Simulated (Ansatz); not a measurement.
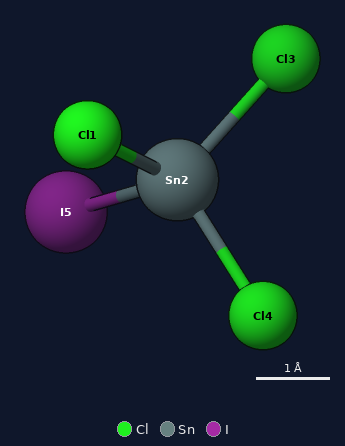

*The structure (ball-and-stick view, seen at a tilt; atoms are numbered from 1 in the order of the input). Sticks mark near contacts.*

Bond lengths as drawn: Cl–Sn 2.30 Å and I–Sn 2.64 Å.

**SnICl3: single-point calculation**

The run: single-point calculation of SnICl3. Method and program: RKS PBE0-D4/def2-TZVPP (Ansatz 0.2.0).

The geometry comes from this level: PBE0-D4/def2-TZVP.

**Log**
```
Functional definition: PBE0
  name "PBE0"
  cite "Adamo & Barone, J. Chem. Phys. 110, 6158 (1999) doi:10.1063/1.478522"
  cite "Perdew, Burke & Ernzerhof, Phys. Rev. Lett. 77, 3865 (1996) doi:10.1103/PhysRevLett.77.3865"
  parent pbe
  parameter a = 0.25
  parameter kappa = 0.804
  parameter beta = 0.06672455060314922
  exchange = (1 - a)*pbe_x(kappa = kappa, mu = beta*pi^2/3) + a*exact_x
  correlation = pbe_c(beta = beta)
1854 factors; their error is unknown
mean field evaluation 1: about -51493.3296 eV, gradient 2.3e1 eV
mean field evaluation 2: about -51492.5881 eV, gradient 3.1e1 eV
mean field evaluation 4: about -51494.5736 eV, gradient 9.9e-1 eV
mean field evaluation 8: about -51495.0214 eV, gradient 2.0e-1 eV
mean field evaluation 16: about -51495.0215 eV, gradient 4.0e-5 eV
mean field -51495.02149675 eV, -1892.4071354263 hartree, gradient 4.0e-5 eV, S^2 0.000000; 0 other end points of the search recorded, 0 dependent functions left out
reference -51495.02152857 eV, -1892.4071365956 hartree; 49, 49 occupied and 177, 177 virtual orbitals, 1854 factors
Total energy: -51495.26827600 eV, -1892.4162043966 hartree
```

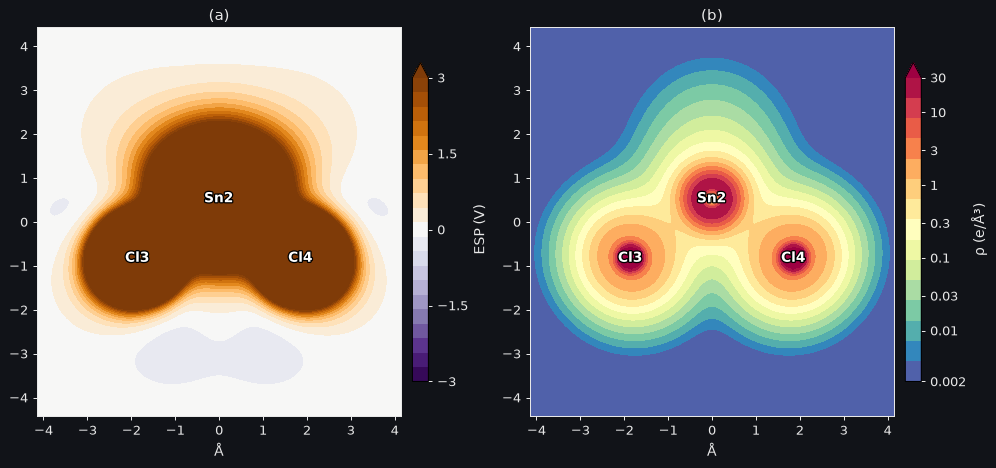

*(a) molecular electrostatic potential; (b) electron density on the plane of atoms Cl3, Sn2 and Cl4.*

Sn–Cl (2.30 Å): ρ at the midpoint is about 0.66 e/Å³. The potential has no marked negative region in this plane.

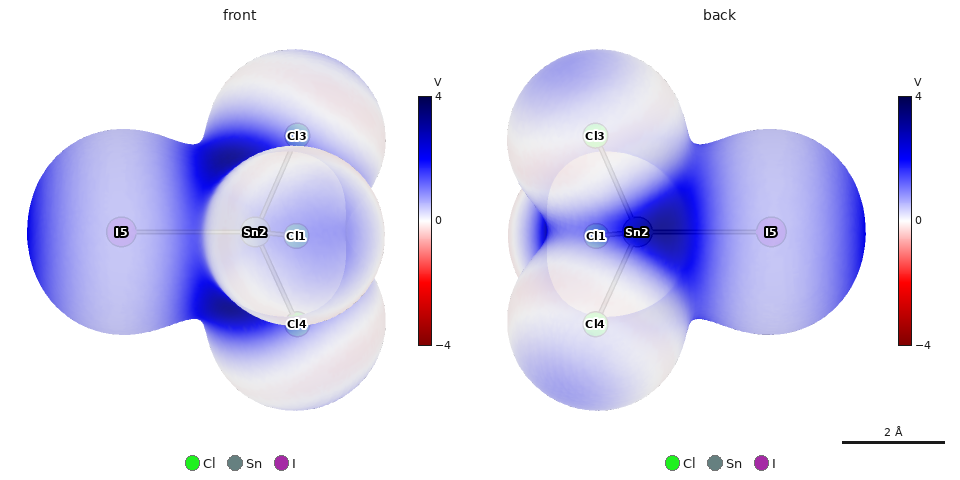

*The molecular electrostatic potential painted on the density surface at 0.004 e/bohr³, seen face on and from behind; the colour scale runs from red (negative) to blue (positive).*

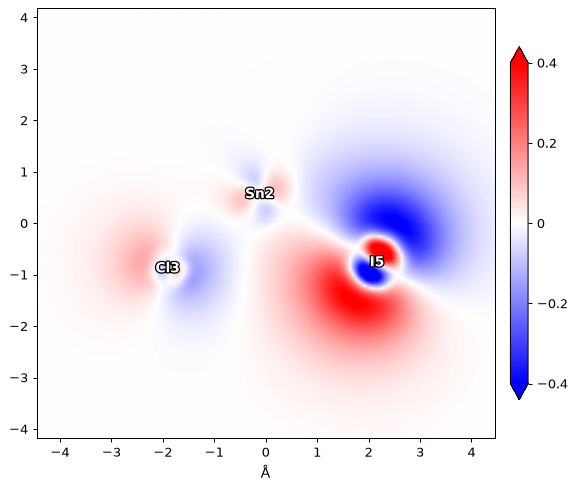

*The HOMO on the plane of atoms Cl3, Sn2 and I5 (values in Å⁻³ᐟ²; the overall sign is arbitrary).*

Its energy is −8.57 eV.

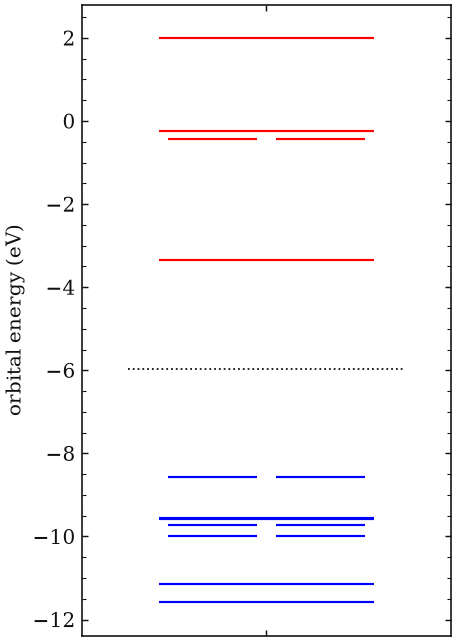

*Orbital energies near the frontier; the dotted line parts filled from empty levels, and levels within 0.02 eV of each other stand side by side.*

Highest filled −8.57 eV, lowest empty −3.35 eV, 5.22 eV apart.

The run was set up as follows.

**Input**
```yaml
crystal:
  periodic: [false, false, false]
  atoms:
    - {symbol: Cl, position_ang: [-1.045732, -0.402253, 2.008301]}
    - {symbol: Sn, position_ang: [0.012121, -0.047595, 0.001018]}
    - {symbol: Cl, position_ang: [2.203219, -0.695638, 0.231598]}
    - {symbol: Cl, position_ang: [-0.967925, -1.410721, -1.565966]}
    - {symbol: I, position_ang: [-0.151783, 2.482608, -0.716352]}
basis:
  gaussian: {orbitals: def2-TZVPP}
hamiltonian: {xc: pbe0, dispersion: d4}
output: {orbitals: {seedname: orbitals}}
```

Command:
```bash
ansatz run in.yaml --threads 4 --pin off --events-out ev --progress --plain --max-ram 10444MiB
```

**Key numbers**

- outcome: converged
- total energy: −51495.2683 eV
- mean-field energy: −51495.0215 eV
- dispersion energy: −0.2467 eV
- SCF solution under orbital rotations: stable
- HOMO: −8.57 eV
- LUMO: −3.35 eV
- hardware: 4 threads of Arm Neoverse V1, 23 GiB of memory available, shared host
- wall time: 4.4 s (CPU time 17 s)
- peak memory: 0.96 GiB
